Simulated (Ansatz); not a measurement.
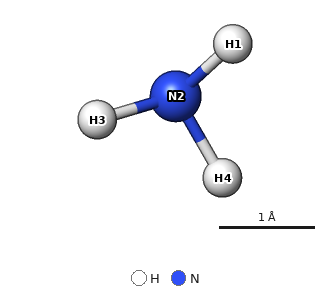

Fig. 1: The structure as given in the input (ball-and-stick view, seen at a tilt; atoms are numbered from 1 in the order of the input). Bond lengths as drawn: H–N 1.01 Å.

Run report: NH₃, geometry relaxation

System: NH₃.
Method: RKS PBE0-D4/def2-TZVP (Ansatz 0.2.0).

Figures and captions count atoms from 1; the log counts them from 0 in places.

**What the program printed**
```
Functional definition: PBE0
  name "PBE0"
  cite "Adamo & Barone, J. Chem. Phys. 110, 6158 (1999) doi:10.1063/1.478522"
  cite "Perdew, Burke & Ernzerhof, Phys. Rev. Lett. 77, 3865 (1996) doi:10.1103/PhysRevLett.77.3865"
  parent pbe
  parameter a = 0.25
  parameter kappa = 0.804
  parameter beta = 0.06672455060314922
  exchange = (1 - a)*pbe_x(kappa = kappa, mu = beta*pi^2/3) + a*exact_x
  correlation = pbe_c(beta = beta)
287 factors; their error is unknown
mean field evaluation 1: about -1532.4522 eV, gradient 5.4e1 eV
mean field evaluation 2: about -1528.0087 eV, gradient 6.8e1 eV
mean field evaluation 4: about -1537.8004 eV, gradient 1.3e-1 eV
mean field evaluation 8: about -1537.7987 eV, gradient 2.2e-1 eV
mean field -1537.79876905 eV, -56.5130624052 hartree, gradient 3.9e-5 eV, S^2 0.000000; 0 other end points of the search recorded, 0 dependent functions left out
the calculation of the forces begins
reference -1537.79878538 eV, -56.5130630053 hartree; 5, 5 occupied and 44, 44 virtual orbitals, 287 factors
relax step   1: F+E_penalty+E_count = -1537.80787546 eV  Δ(F+E_penalty+E_count) = +0.000e0 eV  max|allowed force component| = 6.471e-2 eV/Å  Δτ_max = 0.0000 Å  (20 SCF iters, accepted)
these checks for a lower state are left out or cut short: starts, cluster_reference, orbital_swaps, neighbouring_geometries, increment
287 factors; their error is unknown
mean field evaluation 16: about -1537.8008 eV, gradient 1.4e-4 eV
mean field -1537.79915726 eV, -56.5130766717 hartree, gradient 8.6e-6 eV, S^2 0.000000; 0 other end points of the search recorded, 0 dependent functions left out
the calculation of the forces begins
reference -1537.79917357 eV, -56.5130772710 hartree; 5, 5 occupied and 44, 44 virtual orbitals, 287 factors
relax step   2: F+E_penalty+E_count = -1537.80826439 eV  Δ(F+E_penalty+E_count) = -3.889e-4 eV  max|allowed force component| = 5.547e-2 eV/Å  Δτ_max = 0.0028 Å  (25 SCF iters, accepted)
these checks for a lower state are left out or cut short: starts, cluster_reference, orbital_swaps, neighbouring_geometries, increment
287 factors; their error is unknown
mean field -1537.79908233 eV, -56.5130739179 hartree, gradient 8.6e-6 eV, S^2 0.000000; 0 other end points of the search recorded, 0 dependent functions left out
the calculation of the forces begins
reference -1537.79909860 eV, -56.5130745159 hartree; 5, 5 occupied and 44, 44 virtual orbitals, 287 factors
relax step   3: F+E_penalty+E_count = -1537.80821024 eV  Δ(F+E_penalty+E_count) = +5.415e-5 eV  max|allowed force component| = 8.413e-2 eV/Å  Δτ_max = 0.0058 Å  (26 SCF iters, rejected (line search))
these checks for a lower state are left out or cut short: starts, cluster_reference, orbital_swaps, neighbouring_geometries, increment
287 factors; their error is unknown
mean field evaluation 32: about -1537.7993 eV, gradient 4.9e-5 eV
mean field -1537.79930013 eV, -56.5130819219 hartree, gradient 8.6e-6 eV, S^2 0.000000; 0 other end points of the search recorded, 0 dependent functions left out
the calculation of the forces begins
reference -1537.79931642 eV, -56.5130825205 hartree; 5, 5 occupied and 44, 44 virtual orbitals, 287 factors
relax step   4: F+E_penalty+E_count = -1537.80841341 eV  Δ(F+E_penalty+E_count) = -1.490e-4 eV  max|allowed force component| = 1.546e-2 eV/Å  Δτ_max = 0.0029 Å  (26 SCF iters, accepted)
these checks for a lower state are left out or cut short: starts, cluster_reference, orbital_swaps, neighbouring_geometries, increment
287 factors; their error is unknown
mean field -1537.79931148 eV, -56.5130823390 hartree, gradient 8.6e-6 eV, S^2 0.000000; 0 other end points of the search recorded, 0 dependent functions left out
the calculation of the forces begins
reference -1537.79932776 eV, -56.5130829373 hartree; 5, 5 occupied and 44, 44 virtual orbitals, 287 factors
relax step   5: F+E_penalty+E_count = -1537.80842726 eV  Δ(F+E_penalty+E_count) = -1.385e-5 eV  max|allowed force component| = 6.177e-4 eV/Å  Δτ_max = 0.0012 Å  (25 SCF iters, accepted)
```

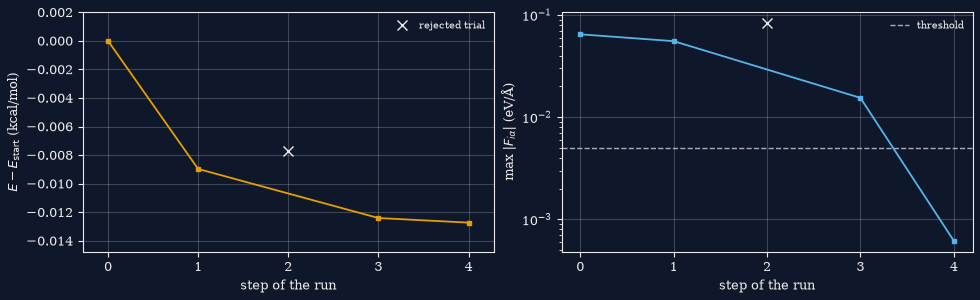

Fig. 2: Progress of the relaxation, step by step (the first geometry is step 0 here and step 1 in the log). N2 moves most after the best rigid fit: 0.007 Å. By element the largest moves are N 0.007 Å, H 0.005 Å. Over 4 geometry steps the energy falls by 0.01 kcal/mol. The largest force component goes from 0.065 to 0.00062 eV/Å. The line search rejected the trial step at point 2 (counted from 0) and went back. (Atoms are counted from 1 in the order of the input.)

```
287 factors; their error is unknown
mean field -1537.79931148 eV, -56.5130823390 hartree, gradient 8.6e-6 eV, S^2 0.000000; 1 other end points of the search recorded, 0 dependent functions left out
the calculation of the forces begins
reference -1537.79932776 eV, -56.5130829373 hartree; 5, 5 occupied and 44, 44 virtual orbitals, 287 factors
Total energy: -1537.80844354 eV, -56.5134179362 hartree
Atom 0 at     0.245978    -2.356096    -2.027430 Å, force    -0.000035     0.000058     0.000147 eV/Å
Atom 1 at    -0.637113    -2.055747    -1.633418 Å, force    -0.000039     0.000006    -0.000618 eV/Å
Atom 2 at    -0.818201    -2.642587    -0.828365 Å, force    -0.000032    -0.000168     0.000229 eV/Å
Atom 3 at    -1.353596    -2.261929    -2.318586 Å, force     0.000106     0.000103     0.000242 eV/Å
Dipole moment:    -0.004529    -0.342019    -0.085743 e Å
```

**Trajectory as extended XYZ (Å, eV, eV/Å), 5 frames, from step=1 to step=5**
```
4
Properties=species:S:1:pos:R:3:forces:R:3 step=1 energy=-1537.80787
H     0.2489   -2.3534   -2.0289   -0.0333  -0.0252   0.0205
N    -0.6372   -2.0626   -1.6347   -0.0019   0.0548   0.0161
H    -0.8192   -2.6413   -0.8235    0.0139  -0.0029  -0.0647
H    -1.3555   -2.2591   -2.3207    0.0213  -0.0268   0.0281
4
Properties=species:S:1:pos:R:3:forces:R:3 step=2 energy=-1537.80826
H     0.2473   -2.3546   -2.0280    0.0008  -0.0192   0.0011
N    -0.6372   -2.0598   -1.6342    0.0002   0.0555   0.0087
H    -0.8186   -2.6416   -0.8262    0.0017  -0.0182  -0.0095
H    -1.3544   -2.2603   -2.3194   -0.0027  -0.0181  -0.0002
4
Properties=species:S:1:pos:R:3:forces:R:3 step=3 energy=-1537.80821 accepted=F
H     0.2469   -2.3565   -2.0281   -0.0645   0.0220   0.0311
N    -0.6371   -2.0541   -1.6330   -0.0009  -0.0841  -0.0156
H    -0.8185   -2.6434   -0.8273    0.0151   0.0472  -0.0661
H    -1.3543   -2.2623   -2.3195    0.0503   0.0150   0.0507
4
Properties=species:S:1:pos:R:3:forces:R:3 step=4 energy=-1537.80841
H     0.2464   -2.3557   -2.0276   -0.0002  -0.0056  -0.0001
N    -0.6371   -2.0569   -1.6337    0.0001   0.0155   0.0045
H    -0.8183   -2.6423   -0.8277    0.0006  -0.0044  -0.0039
H    -1.3539   -2.2615   -2.3188   -0.0006  -0.0055  -0.0005
4
Properties=species:S:1:pos:R:3:forces:R:3 step=5 energy=-1537.80843
H     0.2460   -2.3561   -2.0274    0.0000   0.0001   0.0001
N    -0.6371   -2.0557   -1.6334    0.0000   0.0000  -0.0006
H    -0.8182   -2.6426   -0.8284    0.0000  -0.0002   0.0002
H    -1.3536   -2.2619   -2.3186    0.0001   0.0001   0.0002
```

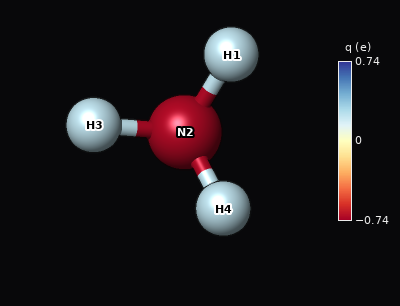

Fig. 3: Mulliken charges, as the colour of each atom (ball-and-stick view, seen on its broad side; atoms are numbered from 1 in the order of the input; Mulliken charges depend strongly on the basis). By element: H +0.23 and N −0.70 e.

This output came from the following input.

**Input file**
```yaml
crystal:
  periodic: [false, false, false]
  atoms:
    - {symbol: H, position_ang: [0.248895, -2.353418, -2.028919]}
    - {symbol: N, position_ang: [-0.637198, -2.062581, -1.634667]}
    - {symbol: H, position_ang: [-0.819178, -2.641294, -0.823485]}
    - {symbol: H, position_ang: [-1.355451, -2.259066, -2.320728]}
basis:
  gaussian: {orbitals: def2-TZVP}
hamiltonian: {xc: pbe0, dispersion: d4}
relax: {f_tol: 0.005, max_steps: 200}
```

Launch command:
```bash
ansatz run in.yaml --threads 4 --pin off --events-out ev --progress --plain --max-ram 66560MiB --backend cpu
```

**Summary**

| quantity | value |
| --- | --- |
| outcome | converged |
| total energy | −1537.8084 eV |
| mean-field energy | −1537.7993 eV |
| dispersion energy | −0.0091 eV |
| SCF solution under orbital rotations | stable |
| largest force (length of the vector) at the end | 0.001 eV/Å |
| dipole moment | 1.69 D |
| hardware | 4 CPU threads, shared host |
| wall time | 0.8 s (CPU time 2.2 s) |
| peak memory | 0.97 GiB |
